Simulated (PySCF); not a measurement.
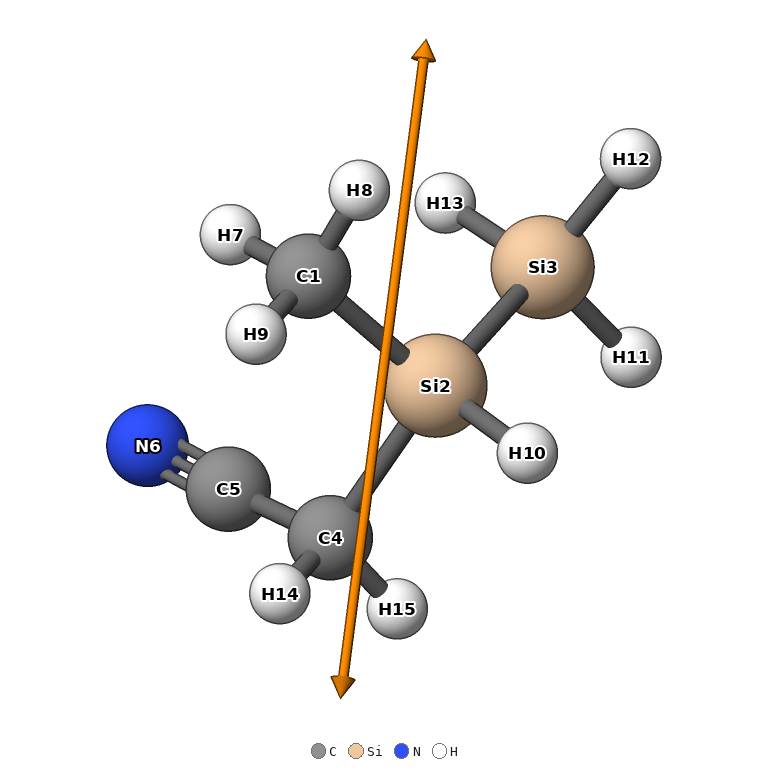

The double arrow shows the direction of the transition dipole to excited singlet state 3 (its length means nothing). The geometry was computed by an optimisation with GFN2-xTB. No frequency run is at hand to confirm it as a minimum. Properties computed with TDDFT B3LYP/def2-SVPD, vertical, gas phase, core orbitals frozen in the response (PySCF 2.14.0).

> Where does the transition lie, and how strong is it?

7.15 eV (173 nm), oscillator strength 0.027, mainly HOMO−1 → LUMO (weight 0.70); transition dipole 1.00 D.

The geometry is semi-empirical. Around Si such bond lengths and angles can be off by a tenth of an ångström or more and by several degrees, and values that hang on the shape move with them.
